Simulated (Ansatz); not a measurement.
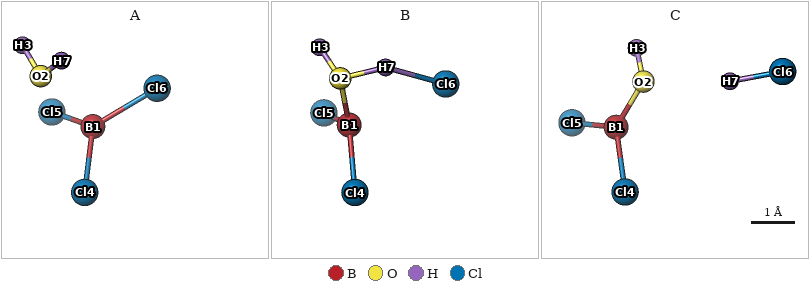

3 geometries from a converged minimum-energy path of BH2OCl3, made up at the start of BHOCl2 and HCl, shuffled. A ball-and-stick model, seen at a tilt.

These are results of Ansatz 0.2.0, RHF/cc-pVDZ, not measurements. Set-up: 7 movable images; climbing image; force threshold 0.05 eV/Å; iteration limit 42; starting path through a guess of the saddle point.

### One of them is the converged climbing image. Which?

B. In order along the path, whose images run from 0 to 8: C (image 1, +0.01 eV), B (image 5, +1.84 eV), A (image 7, +0.77 eV). Breaking: B1–O2 (1.34 → 1.48 at the top → 2.72 Å), Cl6–H7 (1.28 → 1.68 at the top → 3.33 Å). Forming: B1–Cl6 (4.59 → 2.48 at the top → 1.76 Å), O2–H7 (2.26 → 1.10 at the top → 0.95 Å).

Limits of the set-up: the start holds two separate molecules, 2.3 Å apart at their closest, whose relative position is a soft coordinate and is computed without a dispersion correction; Hartree-Fock leaves out electron correlation.

Cost: 6.7 min on 1 thread of Intel(R) Xeon(R) Platinum 8259CL CPU @ 2.50GHz (Skylake/Cascade Lake) (shared host), peak memory 0.22 GiB.
